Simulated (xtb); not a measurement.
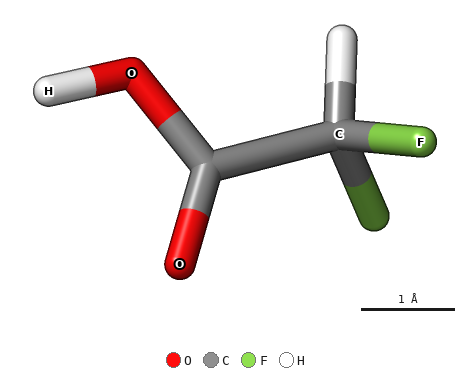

The input geometry (stick view, seen at a tilt).

## Run report: C2H2F2O2, energy and gradient calculation

- system: C2H2F2O2 (difluoroacetic acid), SMILES O=C(O)C(F)F
- method: GFN2-xTB (xtb 6.7.1)

The geometry comes from this level: GFN2-xTB.

## The input (mol.xyz)
```
8
start
O      0.46570    -1.59484     0.47343
C      0.41364    -0.42881     0.23577
O      1.39664     0.44044     0.43872
C     -0.81592     0.30109    -0.35890
F     -1.12101    -0.22657    -1.56274
F     -1.88663     0.12278     0.44127
H      2.18336     0.00614     0.81118
H     -0.63578     1.37979    -0.47873
```

Run on 1 thread of Intel Xeon @ 2.50GHz (Skylake/Cascade Lake), 16 GiB of memory available, shared host.

Command:
```bash
xtb mol.xyz --grad --gfn 2 | tee mol.out
```

## The program's output
```
* xtb version 6.7.1
   ID    Z sym.   atoms
    1    8 O      1, 3
    2    6 C      2, 4
    3    9 F      5, 6
    4    1 H      7, 8

           -------------------------------------------------
          |                Calculation Setup                |
           -------------------------------------------------

          program call               : xtb mol.xyz --grad --gfn 2
          coordinate file            : mol.xyz
          omp threads                :                     1

           -------------------------------------------------
          |                 G F N 2 - x T B                 |
           -------------------------------------------------

      * Hamiltonian:
        H0-scaling (s, p, d)           1.850000    2.230000    2.230000
        zeta-weighting                 0.500000
      * Dispersion:
        s8                             2.700000
        a1                             0.520000
        a2                             5.000000
        s9                             5.000000
      * Repulsion:
        kExp                           1.500000    1.000000
        rExp                           1.000000
      * Coulomb:
        alpha                          2.000000
        third order                    shell-resolved
        anisotropic                    true
        a3                             3.000000
        a5                             4.000000
        cn-shift                       1.200000
        cn-exp                         4.000000
        max-rad                        5.000000

          ...................................................
          :                      SETUP                      :
          :.................................................:
          :  # basis functions                  26          :
          :  # atomic orbitals                  26          :
          :  # shells                           14          :
          :  # electrons                        36          :
          :  max. iterations                   250          :
          :  Hamiltonian                  GFN2-xTB          :
          :  restarted?                      false          :
          :  GBSA solvation                  false          :
          :  PC potential                    false          :
          :  electronic temp.          300.0000000     K    :
          :  accuracy                    1.0000000          :
          :  -> integral cutoff          0.2500000E+02      :
          :  -> integral neglect         0.1000000E-07      :
          :  -> SCF convergence          0.1000000E-05 Eh   :
          :  -> wf. convergence          0.1000000E-03 e    :
          :  Broyden damping             0.4000000          :
          :  net charge                          0          :
          :  unpaired electrons                  0          :
          ...................................................

 iter      E             dE          RMSdq      gap      omega  full diag
   1    -22.9716778 -0.229717E+02  0.567E+00    5.14       0.0  T
   2    -23.0037183 -0.320405E-01  0.293E+00    4.52       1.0  T
   3    -23.0045763 -0.858017E-03  0.151E+00    4.80       1.0  T
   4    -23.0069320 -0.235571E-02  0.193E-01    4.61       1.0  T
   5    -23.0070569 -0.124848E-03  0.853E-02    4.65       1.0  T
   6    -23.0070594 -0.251956E-05  0.199E-02    4.66       1.8  T
   7    -23.0070607 -0.126663E-05  0.706E-03    4.66       5.0  T
   8    -23.0070607 -0.501653E-07  0.126E-03    4.66      28.0  T
   9    -23.0070607 -0.730363E-09  0.615E-04    4.66      57.5  T
  10    -23.0070607 -0.939348E-09  0.151E-04    4.66     233.9  T

   *** convergence criteria satisfied after 10 iterations ***

         #    Occupation            Energy/Eh            Energy/eV
      -------------------------------------------------------------
         1        2.0000           -0.8681879             -23.6246
       ...           ...                  ...                  ...
        12        2.0000           -0.5711477             -15.5417
        13        2.0000           -0.5373078             -14.6209
        14        2.0000           -0.5285905             -14.3837
        15        2.0000           -0.5283775             -14.3779
        16        2.0000           -0.5252234             -14.2921
        17        2.0000           -0.5113474             -13.9145
        18        2.0000           -0.4610495             -12.5458 (HOMO)
        19                         -0.2899379              -7.8896 (LUMO)
        20                         -0.0157673              -0.4290
        21                          0.0563641               1.5337
        22                          0.0620476               1.6884
        23                          0.0937302               2.5505
       ...                                ...                  ...
        26                          0.6350915              17.2817
      -------------------------------------------------------------
                  HL-Gap            0.1711116 Eh            4.6562 eV
             Fermi-level           -0.3754937 Eh          -10.2177 eV

 SCC (total)                   0 d,  0 h,  0 min,  0.005 sec
 SCC setup                      ...        0 min,  0.000 sec (  1.363%)
 Dispersion                     ...        0 min,  0.000 sec (  0.703%)
 classical contributions        ...        0 min,  0.000 sec (  0.254%)
 integral evaluation            ...        0 min,  0.001 sec ( 13.619%)
 iterations                     ...        0 min,  0.003 sec ( 51.240%)
 molecular gradient             ...        0 min,  0.002 sec ( 30.093%)
 printout                       ...        0 min,  0.000 sec (  2.318%)

         :::::::::::::::::::::::::::::::::::::::::::::::::::::
         ::                     SUMMARY                     ::
         :::::::::::::::::::::::::::::::::::::::::::::::::::::
         :: total energy             -22.888781206080 Eh    ::
         :: gradient norm              0.000310885740 Eh/a0 ::
         :: HOMO-LUMO gap              4.656184905040 eV    ::
         ::.................................................::
         :: SCC energy               -23.007059773823 Eh    ::
         :: -> isotropic ES            0.066459375527 Eh    ::
         :: -> anisotropic ES          0.003047277327 Eh    ::
         :: -> anisotropic XC         -0.014611802835 Eh    ::
         :: -> dispersion             -0.003495183439 Eh    ::
         :: repulsion energy           0.118278567742 Eh    ::
         :: add. restraining           0.000000000000 Eh    ::
         :: total charge               0.000000000000 e     ::
         :::::::::::::::::::::::::::::::::::::::::::::::::::::

           -------------------------------------------------
          |                Property Printout                |
           -------------------------------------------------

    * Orbital Energies and Occupations

         #    Occupation            Energy/Eh            Energy/eV
      -------------------------------------------------------------
         1        2.0000           -0.8681879             -23.6246
       ...           ...                  ...                  ...
         6        2.0000           -0.6678585             -18.1734
         7        2.0000           -0.6399987             -17.4153
         8        2.0000           -0.6332650             -17.2320
         9        2.0000           -0.6320416             -17.1987
        10        2.0000           -0.6033712             -16.4186
        11        2.0000           -0.5996681             -16.3178
        12        2.0000           -0.5711477             -15.5417
        13        2.0000           -0.5373078             -14.6209
        14        2.0000           -0.5285905             -14.3837
        15        2.0000           -0.5283775             -14.3779
        16        2.0000           -0.5252234             -14.2921
        17        2.0000           -0.5113474             -13.9145
        18        2.0000           -0.4610495             -12.5458 (HOMO)
        19                         -0.2899379              -7.8896 (LUMO)
        20                         -0.0157673              -0.4290
        21                          0.0563641               1.5337
        22                          0.0620476               1.6884
        23                          0.0937302               2.5505
        24                          0.1175466               3.1986
        25                          0.2205840               6.0024
        26                          0.6350915              17.2817
      -------------------------------------------------------------
                  HL-Gap            0.1711116 Eh            4.6562 eV
             Fermi-level           -0.3754937 Eh          -10.2177 eV

     #   Z          covCN         q      C6AA      α(0)
     1   8 O        0.856    -0.328    20.288     6.039
     2   6 C        2.685     0.356    20.961     7.492
     3   8 O        1.660    -0.355    19.998     6.037
     4   6 C        3.465     0.279    18.124     6.401
     5   9 F        0.787    -0.198    11.217     3.956
     6   9 F        0.787    -0.198    11.212     3.955
     7   1 H        0.804     0.354     0.579     1.195
     8   1 H        0.923     0.089     1.884     2.147

 Mol. C6AA /au·bohr⁶  :        701.740643
 Mol. C8AA /au·bohr⁸  :      14953.249107
 Mol. α(0) /au        :         37.222524

Wiberg/Mayer (AO) data.
largest (>0.10) Wiberg bond orders for each atom

 ---------------------------------------------------------------------------
     #   Z sym  total        # sym  WBO       # sym  WBO       # sym  WBO
 ---------------------------------------------------------------------------
     1   8 O    2.114 --     2 C    1.829     3 O    0.200
     2   6 C    3.935 --     1 O    1.829     3 O    1.162     4 C    0.899
     3   8 O    2.232 --     2 C    1.162     7 H    0.849     1 O    0.200
     4   6 C    3.858 --     6 F    0.964     5 F    0.963     8 H    0.946
                             2 C    0.899
     5   9 F    1.066 --     4 C    0.963
     6   9 F    1.067 --     4 C    0.964
     7   1 H    0.875 --     3 O    0.849
     8   1 H    0.992 --     4 C    0.946
 ---------------------------------------------------------------------------

Topologies differ in total number of bonds
Writing topology from bond orders to xtbtopo.mol

molecular dipole:
                 x           y           z       tot (Debye)
 q only:        1.100       0.839       0.264
   full:        1.297       0.978       0.313       4.205
molecular quadrupole (traceless):
                xx          xy          yy          xz          yz          zz
 q only:        2.709      -0.992      -2.156       1.598      -0.137      -0.554
  q+dip:        3.154      -2.217      -2.101       2.319      -0.726      -1.052
   full:        3.165      -2.041      -2.955       1.886      -0.310      -0.210

           -------------------------------------------------
          | TOTAL ENERGY              -22.888781206080 Eh   |
          | GRADIENT NORM               0.000310885740 Eh/α |
          | HOMO-LUMO GAP               4.656184905040 eV   |
           -------------------------------------------------

------------------------------------------------------------------------
------------------------------------------------------------------------
 total:
 *  cpu-time:     0 d,  0 h,  0 min,  0.015 sec
 * ratio c/w:     1.000 speedup
 SCF:
 *  cpu-time:     0 d,  0 h,  0 min,  0.005 sec
 * ratio c/w:     1.000 speedup
```

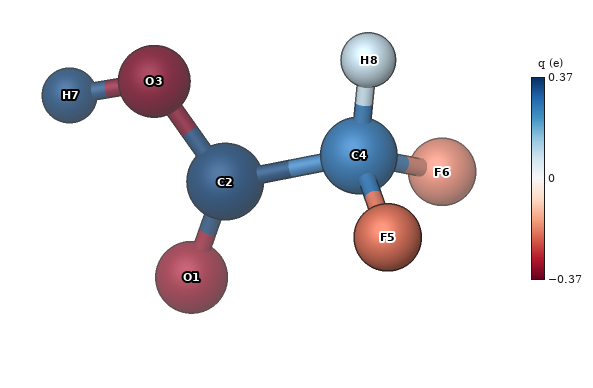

Mulliken charges, as the colour of each atom (ball-and-stick view, seen at a tilt; atoms are numbered from 1 in the order of the input). By element: O −0.36 to −0.33, C +0.28 to +0.36, F −0.20 and H +0.09 to +0.35 e.

## Results in brief

- outcome: converged
- electrons treated: 36
- total energy: −22.888781 hartree
- dispersion energy: −0.003495 hartree
- basis functions: 26
- largest force: 0.013 eV/Å
- HOMO: −12.55 eV
- LUMO: −7.89 eV
- dipole moment: 4.21 D
- peak memory: 0.072 GiB
